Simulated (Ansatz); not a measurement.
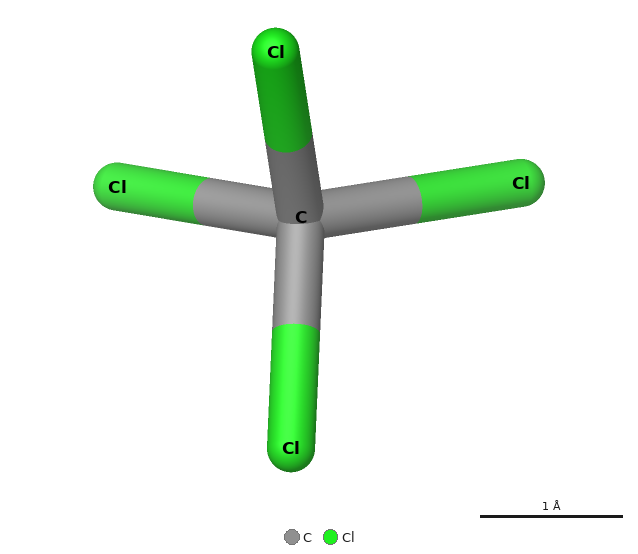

The picture shows the input geometry.

The calculation was set up as follows.

```yaml
crystal:
  periodic: [false, false, false]
  atoms:
    - {symbol: C, position_ang: [0.000000, 0.000000, -0.000000]}
    - {symbol: Cl, position_ang: [1.017783, 1.017783, 1.017783]}
    - {symbol: Cl, position_ang: [-1.017783, -1.017783, 1.017783]}
    - {symbol: Cl, position_ang: [-1.017783, 1.017783, -1.017783]}
    - {symbol: Cl, position_ang: [1.017783, -1.017783, -1.017783]}
basis:
  gaussian: {orbitals: def2-SVP}
magnetization: {spin_polarized: true, initial_magnetization: 0}
hamiltonian: {xc: {name: PBE}}
md: {timestep: 0.5 fs, n_steps: 30, ensemble: nvt_langevin, temperature: 1500, initial_velocities: maxwell_boltzmann, friction: 0.01, seed: 562}
```

Command:

```sh
ansatz run in.yaml --threads 2 --pin off --events-out ev --progress --plain --max-ram 32768MiB --backend cpu
```

Result (its end):

```
mean field -51088.16092602 eV, -1877.4552852321 hartree, gradient 6.9e-5 eV, S^2 0.000000; 1 other end points of the search recorded, 0 dependent functions left out
the calculation of the forces begins
reference -51088.16094994 eV, -1877.4552861112 hartree; 37, 37 occupied and 49, 49 virtual orbitals, 938 factors
md step    30: t =    15.00 fs  T =   705.9 K  F+E_penalty+E_count = -51088.16092602 eV  E_kin = 0.456207 eV  (27 SCF iters)
Total energy: -51088.16094994 eV, -1877.4552861112 hartree
Atom 0 at     0.039255    -0.006375     0.202793 Å, force    -0.050489     0.434289    -3.097278 eV/Å
Atom 1 at     1.054084     1.190482     1.072658 Å, force    -0.818102    -1.012801    -0.096136 eV/Å
Atom 2 at    -1.041130    -1.091977     1.036168 Å, force     0.354739     0.461523     0.626383 eV/Å
Atom 3 at    -1.019574     0.941823    -1.153472 Å, force     0.307535    -0.063188     1.400569 eV/Å
Atom 4 at     1.044813    -1.003418    -1.014780 Å, force     0.206318     0.180176     1.166461 eV/Å
Dipole moment:     0.032402    -0.059138     0.240112 e Å
```

Self-consistency was reached.
